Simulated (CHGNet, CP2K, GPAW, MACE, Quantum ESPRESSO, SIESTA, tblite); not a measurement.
## Atom list for Twisted Ti2CO2 MXene bilayer, 21.79 deg (70 atoms)

The starting structure: Ti2CO2 MXene (a = 3.03 Å) under Ti2CO2 MXene (a = 3.03 Å), bilayer, commensurate cell of 7 unit cells a layer, twist 21.79 deg; facing planes 2.75 Å apart; 12 Å of vacuum; layers as built, displaced by a Gaussian of 0.01 Å. Then every atom was moved at random, 0.05 Å r.m.s. a Cartesian component.

Calculated values (GPAW 26.7.0, Kohn-Sham DFT, PBE, PAW, plane waves; plane waves 550 eV; levels smeared at 580 K; Γ point) for the built cell with every atom moved at random.

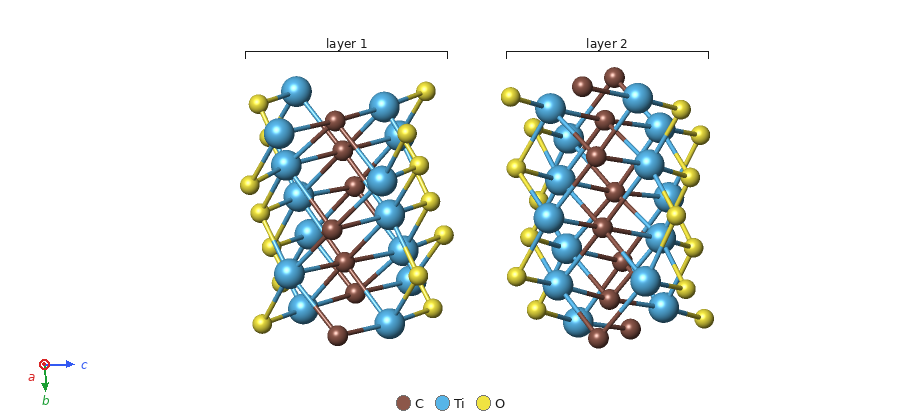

The structure (carbon brown, titanium blue, oxygen yellow). Some periodic images of atoms are drawn too.

Cell vectors (Å):

```
8.017 0.000 0.000
-4.008 6.943 0.000
0.000 0.000 23.630
```

Positions (Å):

```
1 C 3.940 6.898 8.235
2 Ti 0.531 1.580 9.550
3 Ti 1.686 0.354 6.863
4 O 1.723 0.337 10.396
5 O 0.532 1.630 5.994
6 C -0.570 2.995 8.204
7 Ti -0.098 4.714 9.577
8 Ti 1.161 3.214 6.872
9 O 1.096 3.342 10.451
10 O 0.002 4.628 6.000
11 C -1.167 5.906 8.161
12 Ti 3.397 0.712 9.445
13 Ti 0.592 6.281 6.934
14 O 0.559 6.256 10.458
15 O 3.369 0.647 6.012
16 C 2.346 1.935 8.197
17 Ti 2.824 3.653 9.530
18 Ti 4.007 2.281 6.839
19 O 4.009 2.276 10.467
20 O 2.826 3.616 6.000
21 C 1.697 4.977 8.176
22 Ti 2.333 6.620 9.474
23 Ti 3.467 5.240 6.866
24 O 3.492 5.282 10.384
25 O 2.239 6.641 5.990
26 C 5.103 1.043 8.292
27 Ti 5.602 2.650 9.622
28 Ti 6.946 1.329 6.965
29 O 6.933 1.317 10.450
30 O 5.747 2.769 6.033
31 C 4.544 4.006 8.150
32 Ti -2.854 5.610 9.498
33 Ti -1.714 4.330 6.860
34 O -1.783 4.341 10.506
35 O -2.876 5.686 5.959
36 C -1.746 5.037 15.373
37 Ti -0.536 6.245 16.631
38 Ti 0.047 4.639 14.056
39 O 0.094 4.602 17.515
40 O -0.540 6.322 13.166
41 C -3.981 6.940 15.351
42 Ti 1.123 1.320 16.710
43 Ti -2.287 6.704 14.113
44 O -2.233 6.598 17.551
45 O 1.143 1.335 13.266
46 C 0.628 3.086 15.427
47 Ti 1.652 4.300 16.789
48 Ti 2.297 2.718 14.126
49 O 2.298 2.628 17.666
50 O 1.769 4.284 13.238
51 C 1.175 5.977 15.343
52 Ti 6.268 0.361 16.666
53 Ti 2.857 5.543 14.119
54 O 2.874 5.639 17.609
55 O 6.265 0.337 13.200
56 C 2.869 1.069 15.397
57 Ti 4.081 2.230 16.738
58 Ti 4.597 0.701 14.105
59 O 4.553 0.719 17.660
60 O 4.070 2.336 13.116
61 C 3.450 3.962 15.398
62 Ti 4.642 5.373 16.702
63 Ti 5.179 3.650 14.127
64 O 5.129 3.577 17.594
65 O 4.573 5.259 13.180
66 C 5.759 1.963 15.480
67 Ti -1.084 3.277 16.714
68 Ti -0.550 1.667 14.040
69 O -0.574 1.570 17.628
70 O -1.174 3.377 13.156
```

Predict the forces.

Columns: atom, fx, fy, fz (forces in eV/Å).

```
1 0.686 1.247 -0.656
2 0.052 1.346 -0.436
3 0.865 -1.263 0.887
4 -0.351 -0.130 0.460
5 0.226 0.040 -0.975
6 -0.048 -0.522 -0.064
7 0.900 -0.654 -0.372
8 -0.886 1.646 1.287
9 0.431 -0.293 -0.444
10 0.232 0.182 -0.448
11 -0.338 0.904 1.015
12 0.413 -0.827 0.057
13 0.621 -1.026 -0.142
14 0.124 0.171 -0.271
15 0.501 0.451 -0.804
16 -0.844 0.800 -0.221
17 -0.809 0.415 -0.561
18 0.728 0.185 0.863
19 -0.739 0.521 0.375
20 0.370 -0.038 -1.038
21 0.286 -0.137 0.643
22 -1.245 -0.486 0.214
23 -0.581 0.140 0.635
24 -0.918 -0.323 0.743
25 0.055 0.187 -0.094
26 0.576 -0.060 -0.937
27 1.529 -0.166 -1.417
28 -1.218 0.208 0.611
29 -0.764 0.140 0.488
30 -0.739 -1.765 -0.934
31 -0.143 -0.315 1.033
32 0.032 -0.082 -0.633
33 0.984 -0.158 0.763
34 0.202 -0.108 -0.370
35 -0.190 -0.220 -0.489
36 1.048 -0.769 0.849
37 -0.537 0.690 -0.989
38 -1.034 0.537 0.338
39 -2.566 0.958 2.850
40 -0.134 -0.070 0.253
41 -0.097 0.931 0.842
42 0.887 0.148 -0.211
43 0.153 -1.386 -0.044
44 -0.050 0.614 1.191
45 -0.201 0.533 -1.646
46 -1.117 -1.215 -0.395
47 4.120 -0.819 -1.234
48 1.681 -0.751 1.230
49 -0.376 0.190 -0.345
50 -0.837 0.421 -1.705
51 -0.606 0.099 1.049
52 0.613 -1.091 -0.058
53 1.415 0.675 0.527
54 0.056 -0.066 -0.009
55 0.689 0.762 -0.325
56 0.017 -0.787 0.040
57 -1.115 1.585 -0.078
58 -0.349 -0.275 -0.664
59 0.449 -1.322 0.317
60 -0.199 -0.082 1.041
61 0.027 0.404 -0.671
62 -1.058 -1.684 -0.428
63 -1.109 0.641 -0.352
64 0.830 1.109 0.344
65 0.380 0.383 0.084
66 0.302 0.559 -1.062
67 -1.420 -0.761 -0.755
68 -0.906 -0.682 0.618
69 0.263 1.093 0.373
70 0.781 -0.583 0.219
```

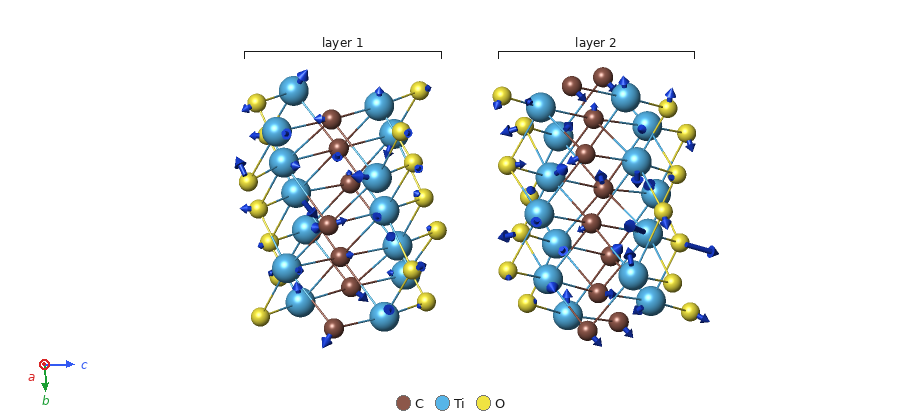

The forces as arrows, the longest 4.38 eV/Å. Some periodic images of atoms are drawn too.

The functional has no dispersion term, which matters for the binding between molecules or layers. Only the Γ point is sampled, in a cell whose shortest periodic width is 7 Å.

The r.m.s. force component is 0.827 eV/Å; the longest force, 4.38 eV/Å, acts on Ti47.

[Logs are printed without paths, hosts, clocks, repeated set-up lines and the standing remarks that a program may print on its own settings, such as how far it seeks lower states.]

[Hosts, paths, dates, database ids (printed as entryN), source tags and the programs' standing remarks are cut or masked in the printed files.]
